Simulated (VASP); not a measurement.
Band structure of BeTe (relaxed from the NiAs structure, space group P6_3/mmc). Calculation: r2SCAN meta-GGA, VASP's PBE PAW potentials (set 64) (plane waves; VASP).

Unless said otherwise, spin-orbit coupling is left out, though it shifts the bands of the heavy elements here.

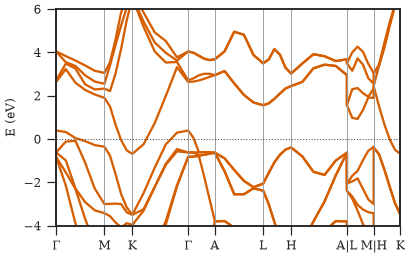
*Bands along high-symmetry lines, zero at the valence-band maximum or, without a gap, the Fermi level*

Task: Read the plot: is there a gap, and where are the band edges?

Result: It has no gap at this level: it comes out as a metal or semimetal.

The structure was generated: BeTe was put into the NiAs type (P6_3/mmc), which need not be its known phase. It was relaxed first, which changed the volume by +15 %.
